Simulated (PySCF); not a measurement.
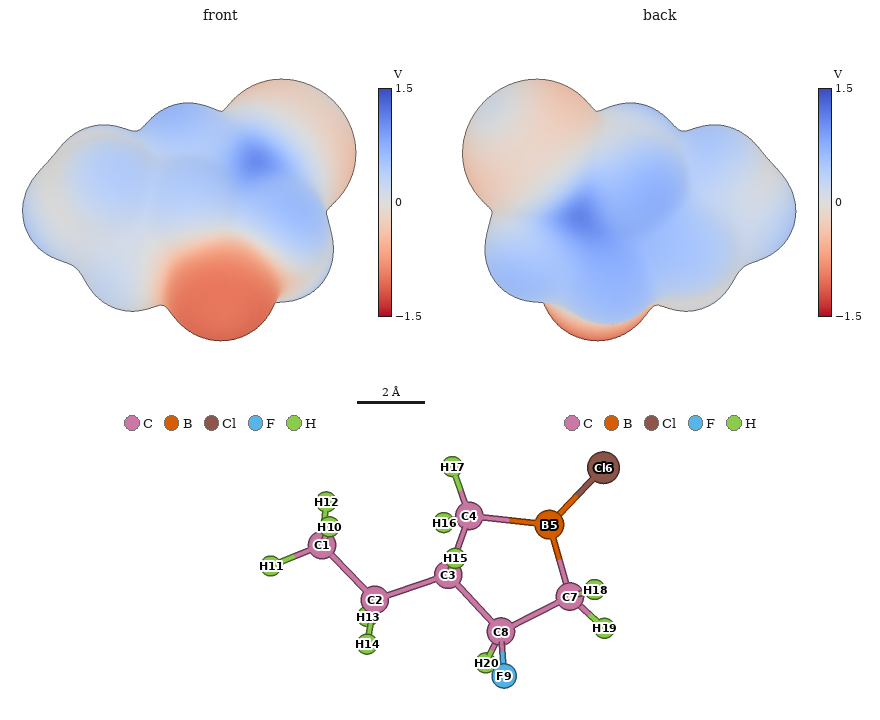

Figure 1: C$_{6}$H$_{11}$BClF. The molecular electrostatic potential painted on the density surface at 0.001 e/bohr³, seen from the front and from behind; red is negative and blue positive. The bare structure is drawn below in the same view.

Geometry: GFN2-xTB.

All numbers below come from PBE0/pcSseg-1, SCF density, gas phase, non-relativistic (PySCF 2.14.0).

```xyz
20

C     2.5808    0.0624    0.5442
C     1.4412   -0.7356   -0.0773
C     0.1860    0.1065   -0.2991
C    -0.4655    0.6429    0.9893
B    -2.0010    0.7907    0.6273
Cl   -3.1815    1.5738    1.5544
C    -2.2383    0.0705   -0.7625
C    -0.9271   -0.6847   -1.0042
F    -0.6570   -0.8046   -2.3540
H     2.8204    0.9275   -0.0695
H     3.4719   -0.5551    0.6256
H     2.3135    0.4086    1.5393
H     1.1969   -1.5842    0.5669
H     1.7627   -1.1330   -1.0425
H     0.4379    0.9509   -0.9488
H    -0.3410   -0.0962    1.7866
H     0.0279    1.5484    1.3404
H    -2.3449    0.8149   -1.5573
H    -3.1072   -0.5821   -0.8418
H    -0.9810   -1.7108   -0.6201
```

Describe the electrostatic potential map.

The most negative region (about −1.0 V) lies over F9, the most positive (about +1.0 V) over B5.

How polar is the molecule by this calculation?

Its dipole moment is 1.28 D.
